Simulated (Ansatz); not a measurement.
A series of calculations on H6C2O

### Relaxation

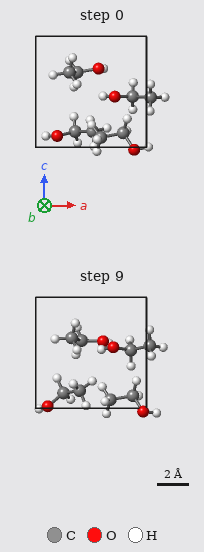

The structure of an amorphous cell of composition H₆C₂O before (top) and after (bottom) a relaxation, at one scale.

The picture is a ball-and-stick view of the cell of the calculation, seen along the b axis.

The cell holds 4 CH3CH2OH. The run prepares the start of a later molecular dynamics calculation, from a guessed geometry.

These are results of DFT PBE-D3(BJ), scalar-relativistic, plane waves, PAW (Ansatz), not measurements.

The input:
```yaml
accuracy: low
crystal:
  lattice:
    - [7.293633, 0.0, 0.0]
    - [0.0, 7.293633, 0.0]
    - [0.0, 0.0, 7.293633]
  atoms:
    - { symbol: C, position: [0.3047126, 0.8442156, 0.6758988] }
    - { symbol: C, position: [0.3748244, 1.0392912, 0.6769711] }
    - { symbol: O, position: [0.5675635, 1.0310032, 0.709426] }
    - { symbol: H, position: [0.6138233, 1.1558814, 0.7103411] }
    - { symbol: H, position: [0.3452162, 1.1058073, 0.5450054] }
    - { symbol: H, position: [0.3054322, 1.118789, 0.7845854] }
    - { symbol: H, position: [0.1568384, 0.8412397, 0.6515045] }
    - { symbol: H, position: [0.3729652, 0.7658284, 0.5681816] }
    - { symbol: H, position: [0.3332284, 0.7787948, 0.8074775] }
    - { symbol: C, position: [1.0377936, 0.3667129, 0.4503718] }
    - { symbol: C, position: [0.8748697, 0.4946436, 0.4581697] }
    - { symbol: O, position: [0.7140768, 0.3832273, 0.4566084] }
    - { symbol: H, position: [0.6086001, 0.4643766, 0.4615916] }
    - { symbol: H, position: [0.8808975, 0.5788022, 0.5830576] }
    - { symbol: H, position: [0.876699, 0.5882665, 0.3400707] }
    - { symbol: H, position: [1.1660792, 0.4442558, 0.4511754] }
    - { symbol: H, position: [1.0363367, 0.2746378, 0.5683804] }
    - { symbol: H, position: [1.0321432, 0.2840908, 0.3256816] }
    - { symbol: C, position: [0.5146135, 0.5903638, 0.1421288] }
    - { symbol: C, position: [0.3560848, 0.72393, 0.1420288] }
    - { symbol: O, position: [0.1944893, 0.6214316, 0.1013921] }
    - { symbol: H, position: [0.0918219, 0.7062529, 0.1010421] }
    - { symbol: H, position: [0.344835, 0.7912246, 0.2764196] }
    - { symbol: H, position: [0.3789583, 0.8315477, 0.039018] }
    - { symbol: H, position: [0.6432941, 0.660952, 0.1726144] }
    - { symbol: H, position: [0.4921648, 0.4842734, 0.2453123] }
    - { symbol: H, position: [0.5262476, 0.5245486, 0.0081923] }
    - { symbol: C, position: [0.5884239, 0.1224355, 0.0883216] }
    - { symbol: C, position: [0.7902499, 0.1464703, 0.1290629] }
    - { symbol: O, position: [0.8888314, 0.0730531, -0.0231277] }
    - { symbol: H, position: [1.0187851, 0.0879295, 0.001894] }
    - { symbol: H, position: [0.8222236, 0.2924551, 0.1486113] }
    - { symbol: H, position: [0.8264076, 0.0745077, 0.2564599] }
    - { symbol: H, position: [0.5049688, 0.1763719, 0.2005573] }
    - { symbol: H, position: [0.5525817, 0.1949641, -0.0376185] }
    - { symbol: H, position: [0.5567607, -0.0227247, 0.0701022] }
basis:
  ecutwfc: 420.0
kpoints:
  mp_grid: { grid: [1, 1, 1] }
hamiltonian:
  xc: pbe
  dispersion: d3bj
scf:
  occupations: { method: fermi_dirac, width: 0.05 }
  lower_state_search: "off"
relax:
  f_tol: 0.3
  max_steps: 15
  adjacent_minimum: "off"
output:
  write_density: true
  write_potential: true
  elf: true
  volumetric_format: npy
```

Run as
```bash
ansatz run input.yaml --threads 1 --pin off --max-ram 3072MiB --backend cpu --events-out ev --progress --plain --runs-dir out
```

Question: Describe what moved and what it gained.

Answer: After 8 accepted moves (9 points after the start) the energy has fallen by 1.154 eV per cell of the calculation. Largest force component: 0.55 eV/Å at the start, 0.21 eV/Å at the end. 1 step only repeated the SCF at the same geometry. The forces were under the threshold at step 1, but the run went on from there. The largest move is that of H26, 1.14 Å roughly along −a. Largest moves by element: H 1.14 Å, O 0.94 Å, C 0.86 Å. The cell stays as it was. Some distances before and after: C29–O30 1.427 → 1.451 Å, C11–O12 1.427 → 1.444 Å, O21–H22 0.971 → 0.987 Å, O3–H4 0.971 → 0.981 Å. Bond angles that change, for instance: C20–O21–H22 107.7° → 105.0°, C19–C20–O21 107.1° → 109.7°, C2–C1–H9 110.0° → 112.1°. The run took 29 s on 1 thread of Arm Neoverse V1, with other jobs on the host, peak memory 0.41 GiB.

Limits of the set-up: the program's low-accuracy preset was used; the periodic images lie only 7.3 Å apart, so the values are limited by the cell's size.

### Dynamics

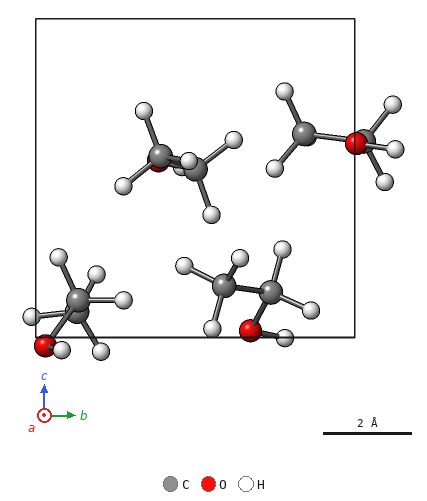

Starting frame of a dynamics run of a periodic cell with 4 CH3CH2OH at 0.789 g/cm³. Style: ball-and-stick. Shown: the simulation cell, along the a axis.

Method: DFT PBE-D3(BJ), scalar-relativistic, plane waves, PAW in Ansatz.

The input:
```yaml
accuracy: low
crystal:
  lattice:
    - [7.293633, 0.0, 0.0]
    - [0.0, 7.293633, 0.0]
    - [0.0, 0.0, 7.293633]
  atoms:
    - { symbol: C, position: [0.32522509, 0.83827491, 0.63463439] }
    - { symbol: C, position: [0.41456605, 1.02490588, 0.6111002] }
    - { symbol: O, position: [0.60794791, 1.00209996, 0.60441791] }
    - { symbol: H, position: [0.66222115, 1.12380355, 0.58642668] }
    - { symbol: H, position: [0.36349433, 1.09083909, 0.48384068] }
    - { symbol: H, position: [0.37470528, 1.11588846, 0.72656198] }
    - { symbol: H, position: [0.17513706, 0.84847075, 0.62466127] }
    - { symbol: H, position: [0.37327803, 0.7457612, 0.52596008] }
    - { symbol: H, position: [0.3576072, 0.77642928, 0.76793934] }
    - { symbol: C, position: [1.03072009, 0.38743197, 0.56501277] }
    - { symbol: C, position: [0.85893344, 0.49696839, 0.52384819] }
    - { symbol: O, position: [0.70133454, 0.38020675, 0.5504296] }
    - { symbol: H, position: [0.59290868, 0.4542915, 0.53067293] }
    - { symbol: H, position: [0.8490753, 0.61699897, 0.61580297] }
    - { symbol: H, position: [0.86168499, 0.54708163, 0.38065368] }
    - { symbol: H, position: [1.15109212, 0.47587029, 0.54970394] }
    - { symbol: H, position: [1.02856623, 0.33488282, 0.70657324] }
    - { symbol: H, position: [1.04487275, 0.27051476, 0.47050861] }
    - { symbol: C, position: [0.39721338, 0.58666227, 0.15790354] }
    - { symbol: C, position: [0.25135348, 0.7334279, 0.13722968] }
    - { symbol: O, position: [0.10907174, 0.66925584, 0.017082] }
    - { symbol: H, position: [0.03125837, 0.77753016, -0.00605196] }
    - { symbol: H, position: [0.19296464, 0.76975311, 0.27205219] }
    - { symbol: H, position: [0.31618436, 0.85926844, 0.08039332] }
    - { symbol: H, position: [0.51060148, 0.63653723, 0.24470572] }
    - { symbol: H, position: [0.33899264, 0.46171017, 0.22031948] }
    - { symbol: H, position: [0.45473333, 0.54975858, 0.02330718] }
    - { symbol: C, position: [0.67346803, 0.12503803, 0.07695263] }
    - { symbol: C, position: [0.87780471, 0.12921069, 0.11272148] }
    - { symbol: O, position: [0.97010964, 0.02609853, -0.03028388] }
    - { symbol: H, position: [1.0920842, 0.07703794, -0.04390104] }
    - { symbol: H, position: [0.92953701, 0.27126911, 0.1125342] }
    - { symbol: H, position: [0.90851927, 0.06736928, 0.24746793] }
    - { symbol: H, position: [0.60073865, 0.18640908, 0.19360809] }
    - { symbol: H, position: [0.63933141, 0.20010898, -0.04868958] }
    - { symbol: H, position: [0.62650541, -0.01731427, 0.06081053] }
basis:
  ecutwfc: 420.0
kpoints:
  mp_grid: { grid: [1, 1, 1] }
hamiltonian:
  xc: pbe
  dispersion: d3bj
scf:
  occupations: { method: fermi_dirac, width: 0.05 }
  lower_state_search: "off"
md:
  timestep: 0.5
  n_steps: 300
  ensemble: nvt_langevin
  temperature: 500.0
  initial_velocities: maxwell_boltzmann
  seed: 296698
  friction: 0.02
```

Command:
```bash
ansatz run input.yaml --threads 1 --pin off --max-ram 3072MiB --backend cpu --events-out ev --progress --plain --runs-dir out
```

Q: Predict how the run goes.

A: The mean temperature in the second half is 531 K (standard deviation 53 K). The potential energy in the second half lies on average 58.7 meV per atom above the first frame. Root-mean-square distances from the starting positions over the second half, with the common drift of all atoms taken out: H 0.95 Å, O 0.61 Å, C 0.56 Å. The heavy atoms stay within a fraction of a molecule's size of their starting places; so short a run doesn't tell a liquid from a solid.

Along the run (each row but the first and the last is the mean over the interval that it begins):

```csv
time (fs),potential energy (meV/atom),T (K)
0.0,0.0,486
25.0,44.6,480
50.0,50.8,459
75.0,55.9,517
100.0,67.2,541
125.0,53.0,536
150.0,56.4,437
```

The paths of the atoms:

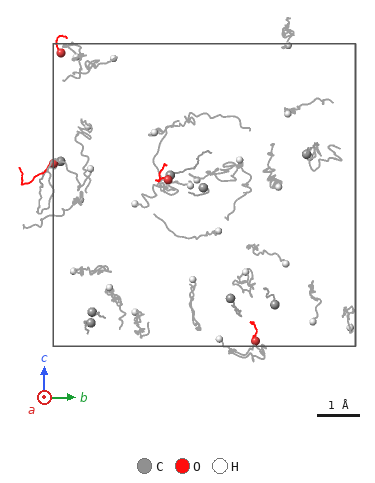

Limits of the set-up: the program's low-accuracy preset was used; the periodic images lie only 7.3 Å apart, so the values are limited by the cell's size.

Cost: 10 min on 1 thread of Arm Neoverse V1, on a shared host, peak memory 0.4 GiB.

### Dynamics

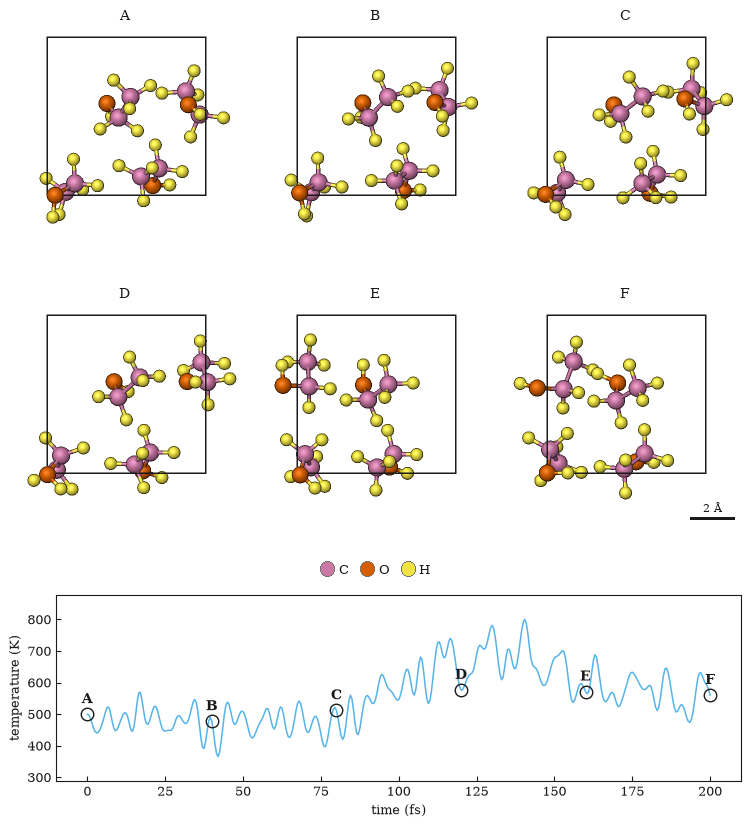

Molecular dynamics of a periodic cell with 4 CH3CH2OH at 0.789 g/cm³, 200 fs long. It starts from the last geometry of an earlier run, with fresh velocities. Frames (A at 0 fs, B at 40 fs, C at 80 fs, D at 120 fs, E at 160 fs, F at 200 fs) and the history of the run. A ball-and-stick model of the simulation cell, seen along the a axis. Atoms that leave the cell re-enter on the other side.

All numbers below come from DFT PBE-D3(BJ), scalar-relativistic, plane waves, PAW (Ansatz). Settings: plane-wave cutoff 420 eV; k-point mesh 1 × 1 × 1; Fermi-Dirac smearing 0.05 eV; low-accuracy preset; Nosé-Hoover thermostat (NVT); set temperature 500 K; time step 0.5 fs; thermostat time 50.0 fs.

> Describe the run.

In the second half of the run the atoms are, in the root-mean-square, this far from where they began (common drift taken out): H 1.22 Å, C 0.90 Å, O 0.69 Å. The heavy atoms stay within a fraction of a molecule's size of their starting places; so short a run doesn't tell a liquid from a solid. The mean temperature in the second half is 621 K (standard deviation 70 K). The potential energy in the second half lies on average 10.6 meV per atom above the first frame. The conserved quantity stays between −0.15 and 0.42 meV per atom of its start. A straight-line fit has a slope that amounts to +0.14 meV per atom over 200 fs (0.2 % of the mean kinetic energy), and the ripple about it is 0.9 % of the kinetic energy's fluctuation. With a drift under 2 % and a ripple under 7 %, the integration is accurate.

Limits of the set-up: the program's low-accuracy preset was used; the periodic images lie only 7.3 Å apart, so the values are limited by the cell's size.

Cost: 12 min on 1 thread of Arm Neoverse V1 (shared host), peak memory 0.41 GiB.
